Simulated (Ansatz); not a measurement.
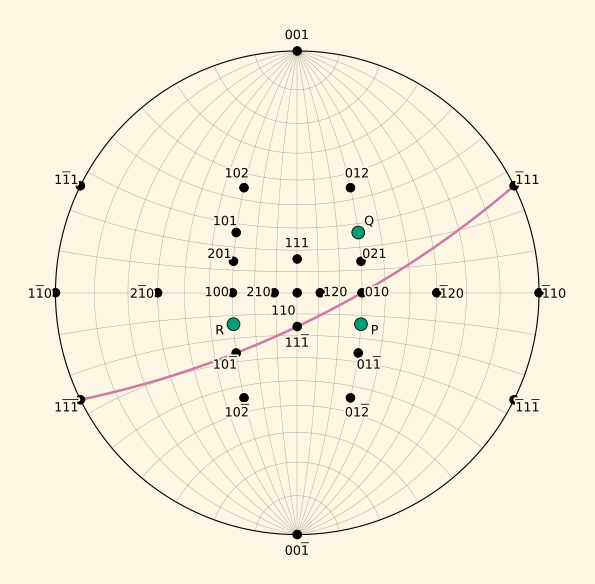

Crystal: Li2H, coordinates from a relaxation with Ansatz 0.2.0, DFT PBE, scalar-relativistic, plane waves, PAW; the starting structure was generated, so it need not be a known form of this composition. Stereographic projection of plane normals (upper hemisphere) centred on (1 1 0). All values are computed from the atomic coordinates in the standard setting (tolerance 0.002 Å).

a = 2.841 Å, b = 2.841 Å, c = 4.985 Å, α = 90.00°, β = 90.00°, γ = 120.00°.

Q: Index the poles marked P, Q, R.

A: P is (0 2 −1), in four indices (0 2 −2 −1), 32.8° from the centre; Q is (0 1 1), in four indices (0 1 −1 1), 39.0° from the centre; R is (2 0 −1), in four indices (2 0 −2 −1), 32.8° from the centre.

Q: Which zone does the coloured great circle trace?

A: The zone [1 0 1]: its poles satisfy h + l = 0.

Q: What is the angle between the normals of (0 1 1) and (1 −1 −1), and what are their d_hkl = 1/|g|?

A: 126.7°; d = 2.206 Å and 2.206 Å.
